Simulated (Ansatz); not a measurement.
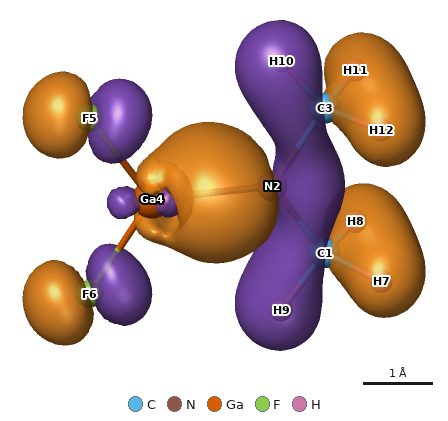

Figure. C2H6F2GaN (SMILES C[N](C)[Ga]([F])[F]). The HOMO−1 at ±0.1 Å⁻³ᐟ² (orange and purple are the two phases), seen at a tilt.

Geometry: PBE0-D4/def2-TZVP.

Level of theory: RKS PBE0-D4/def2-TZVPP (Ansatz).

The calculation's input:

```
crystal:
  periodic: [false, false, false]
  atoms:
    - {symbol: C, position_ang: [-0.644881, -0.664240, 1.088444]}
    - {symbol: N, position_ang: [-0.008067, 0.023213, -0.008670]}
    - {symbol: C, position_ang: [1.142602, -0.654907, -0.554469]}
    - {symbol: Ga, position_ang: [-0.599072, 1.588025, -0.642744]}
    - {symbol: F, position_ang: [0.181027, 2.403912, -1.968847]}
    - {symbol: F, position_ang: [-1.990703, 2.392423, 0.027397]}
    - {symbol: H, position_ang: [0.050725, -0.803141, 1.927020]}
    - {symbol: H, position_ang: [-0.998030, -1.658357, 0.782798]}
    - {symbol: H, position_ang: [-1.504442, -0.100524, 1.455007]}
    - {symbol: H, position_ang: [1.576963, -0.084455, -1.377209]}
    - {symbol: H, position_ang: [0.873384, -1.648599, -0.937225]}
    - {symbol: H, position_ang: [1.920475, -0.793350, 0.208498]}
basis:
  gaussian: {orbitals: def2-TZVPP}
hamiltonian: {xc: pbe0, dispersion: d4}
output: {orbitals: {seedname: orbitals}}
```

Launched as:

```sh
ansatz run in.yaml --threads 4 --pin off --events-out ev --progress --plain --max-ram 10444MiB
```

Where does this orbital lie, and at what energy?

Its weight (Hirshfeld) is mainly on N2 (about 25 %), C1 (about 10 %), C3 (about 10 %), Ga4 (about 10 %), F5 (about 10 %) and F6 (about 10 %). Its energy is −10.01 eV.
